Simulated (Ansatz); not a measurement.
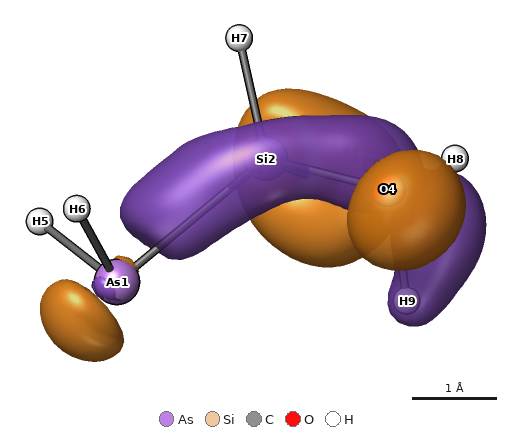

Figure. CH5AsOSi. The HOMO at ±0.15 Å⁻³ᐟ² (orange and purple are the two phases), seen at a tilt.

Level of theory: RKS B3LYP-D4/def2-mTZVP (Ansatz 0.2.0).

The calculation's input:

```
crystal:
  periodic: [false, false, false]
  atoms:
    - { symbol: As, position_ang: [-1.1377, 1.614, -0.0459] }
    - { symbol: Si, position_ang: [0.4769, 0.0573, -0.2824] }
    - { symbol: C, position_ang: [-0.1117, -1.6865, -0.1512] }
    - { symbol: O, position_ang: [0.3853, -1.0896, 1.0316] }
    - { symbol: H, position_ang: [-0.3807, 2.6882, -0.9268] }
    - { symbol: H, position_ang: [-0.5754, 2.2023, 1.2802] }
    - { symbol: H, position_ang: [1.923, 0.4573, -0.3216] }
    - { symbol: H, position_ang: [0.6795, -2.4474, -0.4749] }
    - { symbol: H, position_ang: [-1.1706, -1.8417, -0.126] }
basis:
  gaussian: { orbitals: def2-mTZVP }
hamiltonian:
  xc: b3lyp
  dispersion: d4
relax:
  f_tol: 0.015
  max_steps: 40
output:
  orbitals: {}
```

Run with:

```sh
ansatz run input.yaml --threads 2 --pin off --max-ram 3072MiB --backend cpu --events-out ev --progress --plain --runs-dir out
```

The fields are those of the relaxed geometry.

Describe this orbital and give its energy.

Answer. By Hirshfeld shares it lies mainly on C3 (about 30 %), O4 (about 25 %), Si2 (about 25 %) and As1 (about 15 %). Its energy is −7.36 eV.
